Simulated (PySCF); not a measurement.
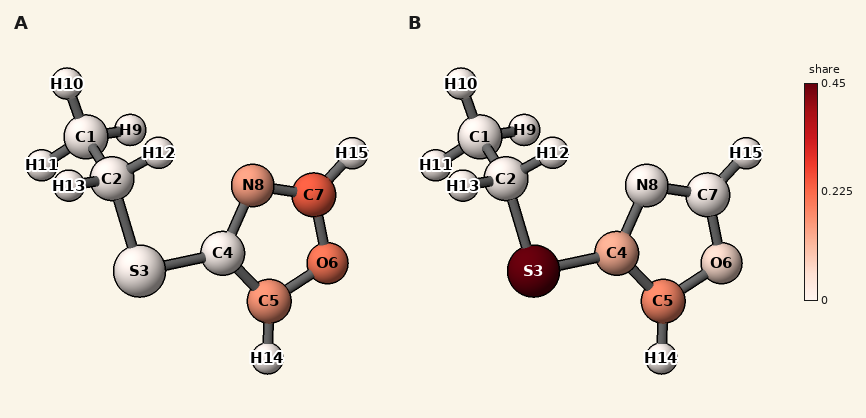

Each panel colours the atoms by their Löwdin share in one orbital (up to four of the largest shares; other atoms are shown as zero). The computed structure is the end point of a GFN2-xTB optimisation. No frequency run is at hand to confirm it as a minimum. Level of theory: ωB97X-D/def2-SVPD (PySCF 2.14.0).

**The panels show the HOMO, LUMO, in some order. Which is which?**

A: LUMO, 1.44 eV; C7 0.24, O6 0.20, C5 0.16, N8 0.15
B: HOMO, −7.88 eV; S3 0.45, C5 0.18, C4 0.13, O6 0.06
